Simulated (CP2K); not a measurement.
# AM1 run of SnHClF (SMILES [F][SnH][Cl])

What is the energy change on altering one bond length of SnHClF at AM1? 

The results are computed with CP2K 2026.2.

4 further runs of the same task are left out: 4 set aside as unsound or not needed.

## (1) The molecule

SnHClF has 4 atoms, charge 0, and is taken as a doublet. SMILES: `[F][SnH][Cl]`. The shape is that of a PBE0-D4/def2-TZVP optimisation.

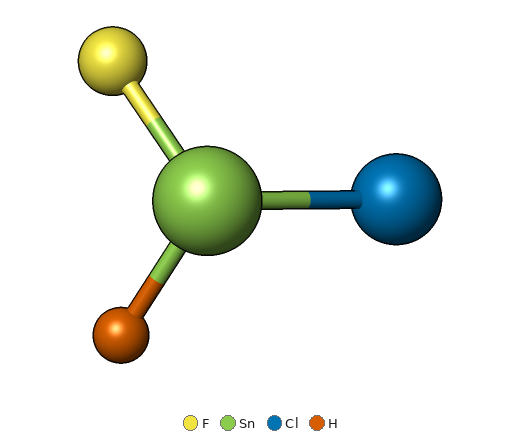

Viewed from a chosen angle; fluorine yellow, tin green, chlorine blue, hydrogen orange.

## (2) Energy and gradient at AM1

molecule.pdb reads:

```
HETATM    1 F    MOL A   1      -1.515   0.261   0.861  1.00  0.00           F
HETATM    2 Sn   MOL A   1      -0.250  -0.209  -0.510  1.00  0.00          SN
HETATM    3 Cl   MOL A   1       1.378  -1.422   0.634  1.00  0.00          CL
HETATM    4 H    MOL A   1       0.443   1.310  -1.004  1.00  0.00           H
END
```

job.inp reads:

```
&FORCE_EVAL
   METHOD Quickstep
   &DFT
      MULTIPLICITY 2
      UKS T
      &QS
         METHOD AM1
         EPS_DEFAULT 1.0E-10
         &SE
            &COULOMB
               CUTOFF [angstrom] 50
               RC_RANGE [angstrom] 0
            &END COULOMB
            &EXCHANGE
               CUTOFF [angstrom] 50
               RC_RANGE [angstrom] 0
            &END EXCHANGE
         &END SE
      &END QS
      &POISSON
         PERIODIC NONE
         POISSON_SOLVER ANALYTIC
      &END POISSON
      &SCF
         SCF_GUESS ATOMIC
         EPS_SCF 1.0E-07
         MAX_SCF 150
         ADDED_MOS 4
         &DIAGONALIZATION
            ALGORITHM STANDARD
         &END DIAGONALIZATION
         &MIXING
            METHOD DIRECT_P_MIXING
            ALPHA 0.4
         &END MIXING
      &END SCF
      &PRINT
         &MOMENTS
            PERIODIC F
            REFERENCE COM
            MAX_MOMENT 1
         &END MOMENTS
         &MO ON
            ENERGIES T
            OCCUPATION_NUMBERS T
            NDIGITS 6
            &EACH
               QS_SCF 0
            &END EACH
            ADD_LAST NUMERIC
         &END MO
         &HIRSHFELD OFF
         &END HIRSHFELD
      &END PRINT
   &END DFT
   &SUBSYS
      &CELL
         ABC 10.9 10.7 9.9
         PERIODIC NONE
      &END CELL
      &TOPOLOGY
         COORD_FILE_NAME molecule.pdb
         COORD_FILE_FORMAT PDB
         CONN_FILE_FORMAT OFF
         &CENTER_COORDINATES
         &END CENTER_COORDINATES
      &END TOPOLOGY
   &END SUBSYS
   &PRINT
      &FORCES ON
      &END FORCES
   &END PRINT
&END FORCE_EVAL

&GLOBAL
   PROJECT job
   RUN_TYPE ENERGY_FORCE
   PRINT_LEVEL MEDIUM
&END GLOBAL
```

Started as:

```bash
$ OMP_NUM_THREADS=1 cp2k.psmp job.inp > job.out
```

The log of the run:

```text
CP2K| version string:                                       CP2K version 2026.2
[...]
 GLOBAL| Method name                                                        CP2K
[...]
 GLOBAL| Run type                                                   ENERGY_FORCE
[...]
 *** WARNING in qs_environment.F:2210 :: More added MOs requested than     ***
 *** available. The full set of unoccupied MOs will be used. Use           ***
 *** 'ADDED_MOS -1' to always use all available MOs and to get rid of this ***
[...]
                             - Atoms:                                          4
[...]
                             - Spherical basis functions:                     13
[...]
 Number of electrons:                                                         10
[...]
     1 P_Mix/Diag. 0.40E+00    0.0     0.45075191       -33.0970069591 -3.31E+01
[...]
    28 DIIS/Diag.  0.36E-07    0.0     0.00000004       -35.1422049546 -5.68E-14
  *** SCF run converged in    28 steps ***
  Core-core repulsion energy [eV]:                            633.62612632188245
  Core Hamiltonian energy [eV]:                             -1609.74688031162782
  Two-electron integral energy [eV]:                           39.70545080785953
  Electronic energy [eV]:                                   -1589.89415490769807
  Total energy [eV]:                                         -956.26802858581561
  Atomic reference energy [eV]:                               954.04071260457670
  Heat of formation [kcal/mol]:                               -51.36313079160319
[...]
 SE_DIPOLE| Moment [Debye]          0.93203587      -0.30356316       3.77923007
 SE_DIPOLE| Derivative [a.u.]       0.00000000       0.00000000       0.00000000
 ENERGY| Total FORCE_EVAL ( QS ) energy [hartree]            -35.142204954615465
 FORCES| Atomic forces [hartree/bohr]
 FORCES|   Atom     x               y               z               |f|
 FORCES|      1 -4.22925421E-03 -1.40907834E-04  2.80583133E-03   5.07731579E-03
 FORCES|      2  1.88812064E-02  1.69210440E-02 -2.50740031E-03   2.54776126E-02
 FORCES|      3 -5.80739047E-03  3.28567663E-03 -4.61666327E-03   8.11387915E-03
 FORCES|      4 -8.84456173E-03 -2.00658128E-02  4.31823226E-03   2.23497259E-02
 FORCES| Sum     2.91433544E-16 -1.11022302E-16  1.11022302E-16
 FORCES| Total atomic force                                       3.31036877E-16
[...]
```

It took 0.98 s on 1 thread of Intel Xeon Platinum 8488C (Sapphire Rapids), shared host; peak memory 0.19 GiB.

## (3) The distorted shape, same level

molecule.pdb, as its differences from that of step 2:

```diff
@@ -1,2 +1,2 @@
-HETATM    1 F    MOL A   1      -1.515   0.261   0.861  1.00  0.00           F
+HETATM    1 F    MOL A   1      -1.388   0.214   0.724  1.00  0.00           F
 HETATM    2 Sn   MOL A   1      -0.250  -0.209  -0.510  1.00  0.00          SN
```

molecule.inp reads:

```
&FORCE_EVAL
  METHOD QS
  &DFT
    CHARGE 0
    MULTIPLICITY 2
    LSD T
    &QS
      METHOD AM1
      EPS_DEFAULT 1.0E-10
      &SE
        &COULOMB
          CUTOFF [angstrom] 50
          RC_RANGE [angstrom] 0
        &END COULOMB
        &EXCHANGE
          CUTOFF [angstrom] 50
          RC_RANGE [angstrom] 0
        &END EXCHANGE
      &END SE
    &END QS
    &POISSON
      PERIODIC NONE
      POISSON_SOLVER ANALYTIC
    &END POISSON
    &SCF
      SCF_GUESS ATOMIC
      EPS_SCF 1.0E-07
      MAX_SCF 150
      ADDED_MOS 4
      &DIAGONALIZATION
        ALGORITHM STANDARD
      &END DIAGONALIZATION
      &MIXING
        METHOD DIRECT_P_MIXING
        ALPHA 0.4
      &END MIXING
    &END SCF
    &PRINT
      &MOMENTS
        PERIODIC F
        REFERENCE COM
        MAX_MOMENT 1
      &END MOMENTS
      &MO ON
        ENERGIES T
        OCCUPATION_NUMBERS T
        NDIGITS 6
        &EACH
          QS_SCF 0
        &END EACH
        ADD_LAST NUMERIC
      &END MO
      &HIRSHFELD OFF
      &END HIRSHFELD
    &END PRINT
  &END DFT
  &SUBSYS
    &CELL
      ABC [angstrom] 10.8 10.7 9.7
      PERIODIC NONE
    &END CELL
    &TOPOLOGY
      COORD_FILE_NAME molecule.pdb
      COORD_FILE_FORMAT PDB
      CONN_FILE_FORMAT OFF
      &CENTER_COORDINATES
      &END CENTER_COORDINATES
    &END TOPOLOGY
  &END SUBSYS
  &PRINT
    &FORCES ON
    &END FORCES
  &END PRINT
&END FORCE_EVAL

&GLOBAL
  PROJECT_NAME molecule
  RUN_TYPE ENERGY_FORCE
  PRINT_LEVEL MEDIUM
&END GLOBAL
```

Started as:

```bash
$ OMP_NUM_THREADS=1 cp2k.psmp -i molecule.inp > molecule.out 2>&1
```

The log of the run:

```text
CP2K| version string:                                       CP2K version 2026.2
[...]
 GLOBAL| Method name                                                        CP2K
[...]
 GLOBAL| Run type                                                   ENERGY_FORCE
[...]
 *** WARNING in qs_environment.F:2210 :: More added MOs requested than     ***
 *** available. The full set of unoccupied MOs will be used. Use           ***
 *** 'ADDED_MOS -1' to always use all available MOs and to get rid of this ***
[...]
                             - Atoms:                                          4
[...]
                             - Spherical basis functions:                     13
[...]
 Number of electrons:                                                         10
[...]
     1 P_Mix/Diag. 0.40E+00    0.0     0.43140179       -32.9894808703 -3.30E+01
[...]
    29 DIIS/Diag.  0.58E-07    0.0     0.00000006       -35.1192592056 -1.63E-13
  *** SCF run converged in    29 steps ***
  Core-core repulsion energy [eV]:                            660.45595793245263
  Core Hamiltonian energy [eV]:                             -1612.74065542182393
  Two-electron integral energy [eV]:                           -6.71789102265056
  Electronic energy [eV]:                                   -1616.09960093314908
  Total energy [eV]:                                         -955.64364300069633
  Atomic reference energy [eV]:                               954.04071260457670
  Heat of formation [kcal/mol]:                               -36.96445599960893
[...]
 SE_DIPOLE| Moment [Debye]          1.61954192      -0.42816169       3.37247866
 SE_DIPOLE| Derivative [a.u.]       0.00000000       0.00000000       0.00000000
 ENERGY| Total FORCE_EVAL ( QS ) energy [hartree]            -35.119259205571275
 FORCES| Atomic forces [hartree/bohr]
 FORCES|   Atom     x               y               z               |f|
 FORCES|      1 -9.25273538E-02  3.18262076E-02  9.69909394E-02   1.37773223E-01
 FORCES|      2  1.04589536E-01 -1.29774547E-02 -9.68566489E-02   1.43138380E-01
 FORCES|      3 -3.69778632E-03  2.05482072E-03 -4.07300130E-03   5.87241445E-03
 FORCES|      4 -8.36439582E-03 -2.09035737E-02  3.93871082E-03   2.28568579E-02
 FORCES| Sum    -2.49800181E-16  2.77555756E-17 -2.22044605E-16
 FORCES| Total atomic force                                       3.35371896E-16
[...]
```

It took 0.97 s on 1 thread of Intel Xeon Platinum 8488C (Sapphire Rapids), shared host; peak memory 0.19 GiB.

## (4) What came out

Level: AM1.

| quantity | value |
| --- | --- |
| first shape: total energy | -35.14220 Eh |
| first shape: dipole moment | 3.90 D |
| first shape: HOMO energy (highest over α and β) | -10.16 eV |
| first shape: LUMO energy (lowest over α and β) | -2.42 eV |
| first shape: heat of formation at this unrelaxed shape | -51.4 kcal/mol |
| first shape: largest force on an atom | 1.310 eV/Å |
| distorted shape: total energy | -35.11926 Eh |
| distorted shape: dipole moment | 3.77 D |
| distorted shape: HOMO energy (highest over α and β) | -9.93 eV |
| distorted shape: LUMO energy (lowest over α and β) | -2.11 eV |
| distorted shape: heat of formation at this unrelaxed shape | -37.0 kcal/mol |
| distorted shape: largest force on an atom | 7.360 eV/Å |
| energy change with the F1–Sn2 bond shortened from 1.924 to 1.731 Å | 0.624 eV |

**Reading.** With the F1–Sn2 bond shortened from 1.924 to 1.731 Å the energy rises by 0.62 eV (14.4 kcal/mol). The first shape isn't relaxed at this level, so the change isn't measured from a minimum. The largest force (first shape) is 1.31 eV/Å: the shape isn't a stationary point for this species at this level.
